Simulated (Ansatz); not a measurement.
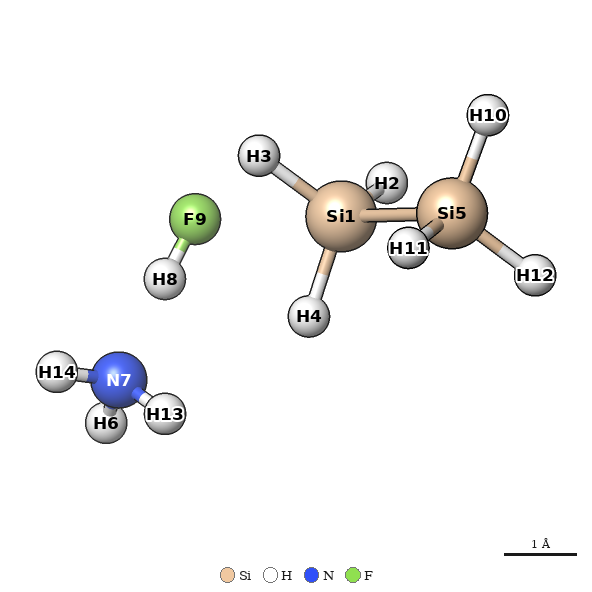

The atoms are numbered. The computed structure is the end point of a PBE0-D4/def2-TZVP optimisation.

List the bonds and their lengths.

| bond | length (Å) |
| --- | --- |
| Si1–H2 | 1.482 |
| Si1–H3 | 1.484 |
| Si1–H4 | 1.490 |
| Si1–Si5 | 2.343 |
| Si5–H10 | 1.489 |
| Si5–H11 | 1.490 |
| Si5–H12 | 1.489 |
| H6–N7 | 1.013 |
| N7–H13 | 1.013 |
| N7–H14 | 1.013 |
| H8–F9 | 0.967 |
